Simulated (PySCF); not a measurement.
**C5H12BN: one change and its effect**

System: C5H12BN, SMILES C=C[C@@H](BN)CC.
Method of run A: GIAO PBE0/pcSseg-1 NMR shielding, non-relativistic, gas phase (PySCF 2.14.0).

The geometry comes from this level: B3LYP-D3(BJ)/def2-SVP. Text and figures count atoms from 1; the logs count them from 0 in places.

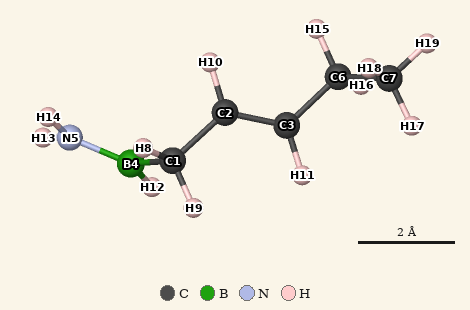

**Figure 1.** The structure as given in the input (ball-and-stick view, seen at a tilt; atoms are numbered from 1 in the order of the input). Bond lengths as drawn: B–C 1.59 Å, B–H 1.21 Å, B–N 1.39 Å, C–C 1.34 to 1.53 Å, C–H 1.10 to 1.11 Å and H–N 1.01 Å.

### Input file, run A
```
{"job": {"kind": "nmr", "xc": "PBE0", "basis": "pcSseg-1", "pop": false}, "charge": 0, "multiplicity": 1}
C     -1.737965    -0.250443    -0.158399
C     -0.285856    -0.132814     0.222953
C      0.759462    -0.241596    -0.606956
B     -2.410582     1.188793    -0.146228
N     -3.293574     1.579308     0.859500
C      2.201231    -0.085055    -0.214135
C      3.028166    -1.355997    -0.447507
H     -2.256534    -0.934073     0.540097
H     -1.820942    -0.684919    -1.169645
H     -0.085193     0.108497     1.276536
H      0.570594    -0.482399    -1.662859
H     -2.138457     1.998789    -1.003832
H     -3.710382     2.501576     0.904690
H     -3.579602     0.968491     1.617361
H      2.263820     0.214156     0.846112
H      2.650668     0.742056    -0.795453
H      2.989454    -1.667275    -1.504716
H      2.642716    -2.192465     0.157142
H      4.086729    -1.201325    -0.183272
```

The first line tells a small driver script what to run in PySCF; the rest is the geometry in Å.

Launched with:
```bash
OMP_NUM_THREADS=1 python <driver script> task.json out
```

Hardware: 1 CPU thread, shared host.

### Output (run A)
```
coarse grid: 15024 points
cycle   1  E = -276.9043444517  dE =  4.779e-01  |g| = 4.874e-01  |ddm| = 3.625e+00
cycle   2  E = -276.9001405381  dE =  4.204e-03  |g| = 5.274e-01  |ddm| = 8.755e-01
cycle   3  E = -276.9686328425  dE = -6.849e-02  |g| = 5.003e-02  |ddm| = 4.413e-01
cycle   4  E = -276.9690247064  dE = -3.919e-04  |g| = 2.983e-02  |ddm| = 5.465e-02
cycle   5  E = -276.9692250591  dE = -2.004e-04  |g| = 5.428e-03  |ddm| = 2.237e-02
cycle   6  E = -276.9692311393  dE = -6.080e-06  |g| = 1.973e-03  |ddm| = 5.628e-03
final grid: 142704 points
cycle   7  E = -277.0073065828  dE = -3.462e-05  |g| = 9.656e-03  |ddm| = 3.040e-02
cycle   8  E = -277.0072947365  dE =  1.185e-05  |g| = 1.208e-02  |ddm| = 1.688e-02
cycle   9  E = -277.0073295173  dE = -3.478e-05  |g| = 1.638e-03  |ddm| = 9.323e-03
cycle  10  E = -277.0073301940  dE = -6.767e-07  |g| = 2.327e-04  |ddm| = 1.457e-03
cycle  11  E = -277.0073302047  dE = -1.073e-08  |g| = 1.269e-04  |ddm| = 2.680e-04
cycle  12  E = -277.0073302084  dE = -3.684e-09  |g| = 2.155e-05  |ddm| = 9.870e-05
cycle  13  E = -277.0073302085  dE = -1.030e-10  |g| = 6.171e-06  |ddm| = 2.285e-05
converged SCF energy = -277.0073302085

GIAO shielding tensors (ppm)
atom      isotropic    diamagn.    paramagn.     s11        s22        s33       span
  0 C      153.025     249.775     -96.749    133.315    156.219    169.543     36.228
  1 C       50.761     259.102    -208.341    -60.373     72.660    139.997    200.370
  2 C       43.379     258.491    -215.112    -68.470     63.977    134.630    203.100
  3 B       60.475     195.300    -134.825     22.231     46.255    112.939     90.709
  4 N      151.719     315.506    -163.788     56.857    196.065    202.234    145.377
  5 C      152.524     247.587     -95.063    141.682    147.019    168.870     27.187
  6 C      166.746     245.208     -78.462    155.083    161.398    183.757     28.674
  7 H       29.848      32.142      -2.294     26.809     28.666     34.069      7.260
  8 H       29.388      31.920      -2.532     26.233     29.027     32.905      6.671
  9 H       25.933      35.668      -9.735     23.397     24.441     29.961      6.565
 10 H       25.654      35.103      -9.449     23.044     24.487     29.433      6.389
 11 H       26.557      30.054      -3.497     25.086     26.336     28.248      3.162
 12 H       27.244      27.480      -0.236     22.607     23.994     35.131     12.523
 13 H       27.460      30.561      -3.101     23.261     25.497     33.621     10.360
 14 H       29.455      32.324      -2.868     25.410     29.563     33.393      7.983
 15 H       29.165      30.598      -1.434     24.708     28.302     34.484      9.776
 16 H       30.227      28.422       1.804     26.477     28.505     35.698      9.221
 17 H       30.423      29.178       1.245     26.666     28.937     35.666      9.001
 18 H       30.159      26.505       3.654     26.011     27.352     37.115     11.104
```

The input of run B differs as follows (lines with − go, lines with + come):
```diff
-"xc": "PBE0"
+"xc": "OLYP"
```

What does this change do to the results?

The total energies belong to different methods, so their difference says nothing on which is more stable or more accurate. The HOMO goes from −6.59 to −5.30 eV. The LUMO goes from 0.21 to −0.50 eV. The dipole moment goes from 1.89 to 1.95 D. Of all shieldings, the largest change is that of C6, by −5.9 ppm. The functional changes from PBE0 to OLYP. Exact exchange removes part of the self-interaction error of semilocal functionals, which pushes filled and empty levels apart. The SCF takes 14 iterations against 13.

### Output (run B)
```
coarse grid: 15024 points
cycle   1  E = -277.0725474498  dE =  3.054e-01  |g| = 6.722e-01  |ddm| = 3.706e+00
cycle   2  E = -276.9234765495  dE =  1.491e-01  |g| = 1.011e+00  |ddm| = 1.815e+00
cycle   3  E = -277.1998221254  dE = -2.763e-01  |g| = 8.954e-02  |ddm| = 1.150e+00
cycle   4  E = -277.2013846832  dE = -1.563e-03  |g| = 4.781e-02  |ddm| = 1.016e-01
cycle   5  E = -277.2019127127  dE = -5.280e-04  |g| = 1.120e-02  |ddm| = 4.191e-02
cycle   6  E = -277.2019327700  dE = -2.006e-05  |g| = 6.383e-03  |ddm| = 1.343e-02
cycle   7  E = -277.2019421011  dE = -9.331e-06  |g| = 2.371e-03  |ddm| = 6.790e-03
final grid: 142704 points
cycle   8  E = -277.2258276357  dE = -7.911e-05  |g| = 1.296e-02  |ddm| = 4.769e-02
cycle   9  E = -277.2257370500  dE =  9.059e-05  |g| = 2.237e-02  |ddm| = 3.588e-02
cycle  10  E = -277.2258686319  dE = -1.316e-04  |g| = 5.375e-03  |ddm| = 2.301e-02
cycle  11  E = -277.2258768113  dE = -8.179e-06  |g| = 4.855e-04  |ddm| = 5.144e-03
cycle  12  E = -277.2258768647  dE = -5.345e-08  |g| = 1.830e-04  |ddm| = 5.566e-04
cycle  13  E = -277.2258768728  dE = -8.068e-09  |g| = 5.050e-05  |ddm| = 1.818e-04
cycle  14  E = -277.2258768732  dE = -3.723e-10  |g| = 2.777e-05  |ddm| = 4.563e-05
converged SCF energy = -277.2258768732

GIAO shielding tensors (ppm)
atom      isotropic    diamagn.    paramagn.     s11        s22        s33       span
  0 C      147.937     248.600    -100.663    128.358    151.363    164.090     35.731
  1 C       53.774     257.644    -203.870    -46.930     73.978    134.273    181.203
  2 C       46.198     256.475    -210.277    -55.997     65.052    129.540    185.537
  3 B       61.504     196.740    -135.237     25.088     49.355    110.068     84.980
  4 N      151.612     313.564    -161.951     64.993    193.989    195.855    130.862
  5 C      146.582     247.124    -100.542    135.255    141.492    162.998     27.743
  6 C      162.258     243.943     -81.686    150.647    155.800    180.326     29.679
  7 H       29.818      32.022      -2.204     27.008     28.750     33.695      6.687
  8 H       29.373      32.015      -2.642     26.577     29.080     32.462      5.885
  9 H       26.070      36.141     -10.071     23.611     24.704     29.894      6.283
 10 H       25.785      35.438      -9.653     23.119     24.834     29.402      6.283
 11 H       26.735      30.312      -3.577     25.262     26.531     28.412      3.150
 12 H       27.240      27.594      -0.355     22.785     24.062     34.872     12.088
 13 H       27.505      30.666      -3.161     23.627     25.441     33.448      9.821
 14 H       29.442      32.603      -3.161     25.673     29.645     33.008      7.335
 15 H       29.066      30.354      -1.288     24.817     28.386     33.995      9.178
 16 H       30.260      28.524       1.736     26.816     28.652     35.313      8.497
 17 H       30.468      29.415       1.052     27.058     29.034     35.311      8.253
 18 H       30.145      26.330       3.816     26.289     27.556     36.591     10.301
```

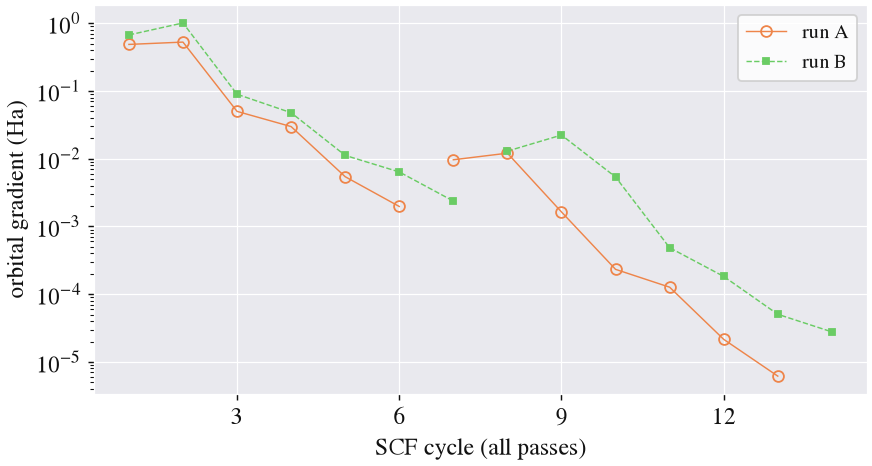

**Figure 2.** Convergence of the two runs: orbital gradient against the SCF cycle. A break in a curve parts two SCF passes (coarse and final grid). Run A takes 13 cycles in all, and run B takes 14.

### The two runs side by side

| quantity | run A | run B |
| --- | --- | --- |
| outcome | converged | converged |
| total energy (hartree) | −277.007330 | −277.225877 |
| HOMO (eV) | −6.59 | −5.30 |
| LUMO (eV) | 0.21 | −0.50 |
| dipole moment (D) | 1.89 | 1.95 |
| shielding of C1 (ppm) | 153.0 | 147.9 |
| shielding of C2 (ppm) | 50.8 | 53.8 |
| shielding of C3 (ppm) | 43.4 | 46.2 |
| shielding of B4 (ppm) | 60.5 | 61.5 |
| shielding of C6 (ppm) | 152.5 | 146.6 |
| shielding of C7 (ppm) | 166.7 | 162.3 |
| shielding of H12 (ppm) | 26.6 | 26.7 |
| SCF iterations | 13 | 14 |
| basis functions | 179 | 179 |
| wall time (shared host) | 39 s | 51 s |
